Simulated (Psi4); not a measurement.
**wB97X/6-311+G(d,p) run of BH2S2F (SMILES FB(S)S)**

What is the energy change on altering one bond length of BH2S2F at wB97X/6-311+G**? Input form: a Python script.

Program for the calculation: Psi4 1.11.

1 further run of the same task is left out (set aside as unsound or not needed).

### 1 Starting point

The species is BH2S2F (6 atoms), meant as a singlet with charge 0. SMILES: `FB(S)S`. Geometry: relaxed at PBE0-D4/def2-TZVP. This is one conformer, not always the lowest.

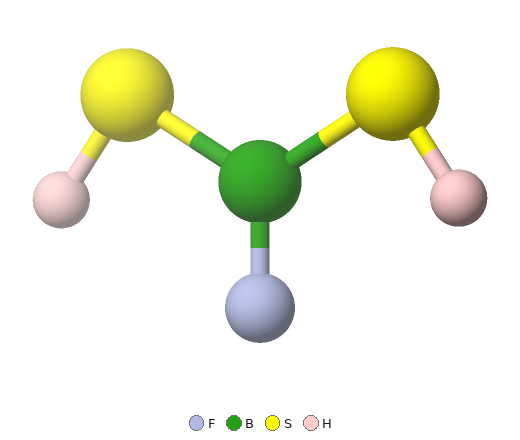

The structure, seen from a chosen angle (fluorine light blue, boron green, sulfur yellow, hydrogen pink).

### 2 Energy and gradient at wB97X/6-311+G(d,p)

calc.py reads:

```python
import psi4

psi4.set_memory('1600 MB')
psi4.set_num_threads(1)
psi4.set_output_file('output.dat', False)

geom = psi4.geometry("""
0 1
F     -0.456900    -0.765900     1.012900
B     -0.001000    -0.023800     0.010100
S      1.755200    -0.026800    -0.408100
S     -1.127900     1.003700    -0.956200
H      2.093900    -0.896800     0.557800
H     -2.221100     0.645500    -0.262500
units angstrom
symmetry c1
""")

psi4.set_options({
    'basis': '6-311+G**',
    'reference': 'rks',
    'puream': True,
    'e_convergence': 1e-09,
    'd_convergence': 1e-08,
    'scf_type': 'pk',
    'dft_radial_points': 99,
    'dft_spherical_points': 590,
})

result = psi4.gradient('wb97x')
print('gradient / Eh bohr^-1')
print(result.np.round(6))
```

The run is started by

```
$ python calc.py
```

output.dat, shortened:

```text
[...]
  Running in c1 symmetry.
[...]
  Nuclear repulsion =  187.036881754363407
[...]
  Multiplicity = 1
[...]
  Nalpha       = 24
  Nbeta        = 24
[...]
    Number of basis functions: 116
[...]
   @RKS iter   1:  -922.31479830582452   -4.12127e-01   5.29372e-03 ADIIS/DIIS
[...]
   @RKS iter  11:  -922.41460520168664   -2.28511e-11   5.25058e-09 DIIS
[...]
    Orbital Energies [Eh]
    ---------------------
    Doubly Occupied:
       1A    -88.845958     2A    -88.845952     3A    -24.766854
       4A     -8.045140     5A     -8.045114     6A     -6.952178
       7A     -6.007164     8A     -6.007157     9A     -6.002788
      10A     -6.002780    11A     -5.998942    12A     -5.998934
      13A     -1.364086    14A     -0.908017    15A     -0.877382
      16A     -0.684626    17A     -0.606218    18A     -0.600755
      19A     -0.596519    20A     -0.511041    21A     -0.474407
      22A     -0.439297    23A     -0.417249    24A     -0.368778
[...]
  @RKS Final Energy:  -922.41460520168664
   => Energetics <=
    Nuclear Repulsion Energy =            187.0368817543634066
    One-Electron Energy =               -1646.2185960806791627
    Two-Electron Energy =                 586.8012923137767984
    DFT Exchange-Correlation Energy =     -50.0341831891476190
    Empirical Dispersion Energy =           0.0000000000000000
    VV10 Nonlocal Energy =                  0.0000000000000000
    Total Energy =                       -922.4146052016866406
[...]
 Multipole Moments:
 ------------------------------------------------------------------------------------
     Multipole            Electronic (a.u.)      Nuclear  (a.u.)        Total (a.u.)
 ------------------------------------------------------------------------------------
 L = 1.  Multiply by 2.5417464519 to convert [e a0] to [Debye]
 Dipole X            :         -0.4658815            0.3256845           -0.1401970
 Dipole Y            :         -0.7586997            0.5302321           -0.2284676
 Dipole Z            :          1.0253370           -0.7166542            0.3086828
 Magnitude           :                                                    0.4088248
[...]
  -Total Gradient:
     Atom            X                  Y                   Z
    ------   -----------------  -----------------  -----------------
       1        0.003183949637     0.005184077980    -0.007006706785
       2       -0.003510596510    -0.005759203389     0.007781219436
       3       -0.001521600447     0.001439843747    -0.001369103370
       4        0.002413091537     0.000044437928    -0.000634371032
       5       -0.000387762542    -0.000417111565     0.000594622354
       6       -0.000178766944    -0.000494902672     0.000638133854
[...]
```

Standard output:

```text
Memory set to   1.490 GiB by Python driver.
  Threads set to 1 by Python driver.
gradient / Eh bohr^-1
[[ 3.184e-03  5.184e-03 -7.007e-03]
 [-3.511e-03 -5.759e-03  7.781e-03]
 [-1.522e-03  1.440e-03 -1.369e-03]
 [ 2.413e-03  4.400e-05 -6.340e-04]
 [-3.880e-04 -4.170e-04  5.950e-04]
 [-1.790e-04 -4.950e-04  6.380e-04]]
```

Run time: 40 s. Hardware: 1 thread of Intel Xeon Platinum 8375C at 2.90GHz (Ice Lake), shared host; peak memory 0.84 GiB.

### 3 The distorted shape: a single-point energy at wB97X/6-311+G(d,p)

bfh2s2.py reads:

```python
import psi4

psi4.set_memory('1600 MB')
psi4.set_num_threads(1)
psi4.core.set_output_file('psi4.out', False)

geom = psi4.geometry("""
0 1
F      0.20138622    -2.41822016     2.82715500
B      1.06291236    -1.01585440     0.93213765
S      4.38164938    -1.02152358     0.14185418
S     -2.13142210     1.89671811    -1.80695612
H      5.02169962    -2.66558531     1.96714065
H     -4.19727070     1.21981821    -0.49605311
units bohr
symmetry c1
no_reorient
no_com
""")

options = {'basis': '6-311+G**', 'puream': True, 'e_convergence': 1e-09, 'd_convergence': 1e-08, 'scf_type': 'pk', 'dft_radial_points': 99, 'dft_spherical_points': 590}
psi4.set_options(options)

E, wfn = psi4.energy("wb97x", return_wfn=True)
psi4.oeprop(wfn, "LOWDIN_CHARGES", "MULLIKEN_CHARGES", "QUADRUPOLE")
print('E =', round(E, 9))
```

The run is started by

```
$ python bfh2s2.py
```

psi4.out, shortened:

```text
[...]
  Running in c1 symmetry.
[...]
  Nuclear repulsion =  162.260376473102127
[...]
  Multiplicity = 1
[...]
  Nalpha       = 24
  Nbeta        = 24
[...]
    Number of basis functions: 116
[...]
   @RKS iter   1:  -922.15994061062088   -7.45124e-01   5.66986e-03 DIIS/ADIIS
[...]
   @RKS iter  13:  -922.30925812869054   -5.22959e-12   3.78243e-09 DIIS
[...]
  @RKS Final Energy:  -922.30925812869054
   => Energetics <=
    Nuclear Repulsion Energy =            162.2603764731021272
    One-Electron Energy =               -1596.1464224260246283
    Two-Electron Energy =                 561.4695325675072581
    DFT Exchange-Correlation Energy =     -49.8927447432752018
    Empirical Dispersion Energy =           0.0000000000000000
    VV10 Nonlocal Energy =                  0.0000000000000000
    Total Energy =                       -922.3092581286905443
[...]
 Multipole Moments:
 ------------------------------------------------------------------------------------
     Multipole            Electronic (a.u.)      Nuclear  (a.u.)        Total (a.u.)
 ------------------------------------------------------------------------------------
 L = 1.  Multiply by 2.5417464519 to convert [e a0] to [Debye]
 Dipole X            :        -43.1881503           43.9551032            0.7669529
 Dipole Y            :         13.4451083          -14.2859081           -0.8407997
 Dipole Z            :         -4.1065849            4.9345398            0.8279548
 Magnitude           :                                                    1.4073629
 L = 2.  Multiply by 1.3450342976 to convert [e a0^2] to [Debye ang]
 Quadrupole XX       :       -452.6377453          428.7174528          -23.9202924
 Quadrupole XY       :        162.4293127         -164.5861038           -2.1567911
[...]
  Mulliken Charges: (a.u.)
   Center  Symbol    Alpha    Beta     Spin     Total
       1     F     4.44802  4.44802  0.00000  0.10396
       2     B     2.60627  2.60627  0.00000 -0.21254
       3     S     7.94410  7.94410  0.00000  0.11181
       4     S     8.07066  8.07066  0.00000 -0.14132
       5     H     0.45799  0.45799  0.00000  0.08402
       6     H     0.47296  0.47296  0.00000  0.05408
   Total alpha = 24.00000, Total beta = 24.00000, Total charge = -0.00000
  Lowdin Charges: (a.u.)
   Center  Symbol    Alpha    Beta     Spin     Total
[...]
```

Standard output:

```text
Memory set to   1.490 GiB by Python driver.
  Threads set to 1 by Python driver.
E = -922.309258129
```

Run time: 28 s. Hardware: 1 thread of Intel Xeon Platinum 8375C at 2.90GHz (Ice Lake), shared host; peak memory 0.85 GiB.

### 4 Summary of results

At wB97X/6-311+G**:

```
                                                         quantity          value
                                        first shape: total energy  -922.41461 Eh
                                       first shape: dipole moment         1.04 D
                                         first shape: HOMO energy      -10.03 eV
                                         first shape: LUMO energy        1.28 eV
                                       first shape: HOMO–LUMO gap       11.31 eV
                            first shape: largest force on an atom     0.530 eV/Å
                                    distorted shape: total energy  -922.30926 Eh
                                   distorted shape: dipole moment         3.58 D
                                     distorted shape: HOMO energy       -9.27 eV
                                     distorted shape: LUMO energy       -0.66 eV
                                   distorted shape: HOMO–LUMO gap        8.61 eV
energy change with the B2–S4 bond stretched from 1.805 to 2.708 Å       2.867 eV
```

What this shows: With the B2–S4 bond stretched from 1.805 to 2.708 Å the energy rises by 2.87 eV (277 kJ/mol). The first shape isn't relaxed at this level, so the change isn't measured from a minimum. The largest force (first shape) is 0.53 eV/Å: the shape isn't a stationary point for this species at this level.
